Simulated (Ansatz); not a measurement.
System: C₄H₂B (SMILES [C-]#CBC#C) (charge −1).

```xyz
7

C     0.5245   -0.0406    1.4751
C    -0.4774   -0.4402    0.8153
C    -2.4196   -2.1893    0.3177
C    -3.0585   -3.2129    0.5135
B    -1.6427   -0.8825    0.0297
H    -2.0768   -0.2371   -0.9128
H    -3.5992   -4.1182    0.7106
```

Geometry: PBE0-D3(BJ)/def2-SVPD.

Level of theory: isolated molecule in a Gaussian basis; Kohn-Sham density functional theory, functional PBE0 in Ansatz.

Question: Predict the electron density and electron localisation function between the atoms.

Answer: C–C (1.22 Å): the density is about 2.7 e/Å³ at the midpoint; the ELF peaks at about 0.85 between the atoms (a short, multiple covalent bond).
C–B (1.47 Å): ρ is about 1.6 e/Å³ halfway; the ELF peaks at about 0.95 between the atoms: localised, covalent bonding.
C–H (1.07 Å): ρ is about 2 e/Å³ halfway; the ELF climbs to about 1 towards the hydrogen, as it does in any bond to H; a covalent bond by its length.
C–C (1.26 Å): ρ is about 2.7 e/Å³ halfway; the ELF peaks at about 0.90 between the atoms (a multiple bond).

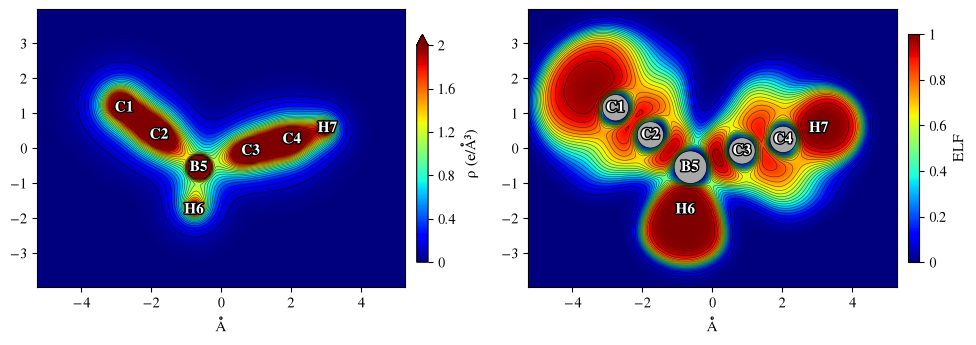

Computed electron density and electron localisation function on the molecular plane, in this order. Grey discs cover the atomic cores in the ELF map. 
